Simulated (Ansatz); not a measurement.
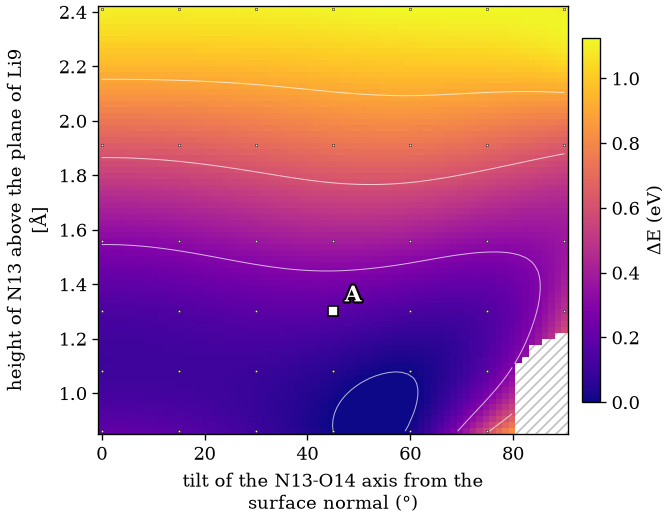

NO on a Li(110) slab cut from the Im-3m phase, its upper half relaxed before the scan (12 atoms of substrate and one adsorbate in a 2 × 2 cell). 
- NO stands on one site of a rigid substrate while its tilt and height are varied at a fixed bond length; it sits over a hollow site, heights counted from the top plane, tilted towards the diagonal of the 1 × 1 surface cell.
- First axis: tilt of the N13-O14 axis from the surface normal. Second axis: height of N13 above the plane of Li9.
- The scan uses a 7 × 6 grid. At 2 points there is no value (left out of the scan, as a rule where atoms come close).
- Points are written as (first, second).
- All energies are given in eV relative to the lowest grid point.
- Method: DFT PBE, scalar-relativistic, plane waves, PAW (Ansatz 0.2.0). Settings: cutoff 420 eV, k-mesh 5×5×1, gaussian smearing 0.1 eV, spin-polarised.

Drawn: a smooth colour map with a few white contour lines, dots at the grid points, hatched blanks where no value was computed, the point A. Between grid points the surface is interpolated.

Question: Which way does the force act at A, and how strong is it?

Answer: A, at (45°, 1.30 Å), is not a stationary point. The computed force is 0.0017 eV for each degree towards larger values of the first coordinate and 0.75 eV for each Å towards smaller values of the second coordinate.
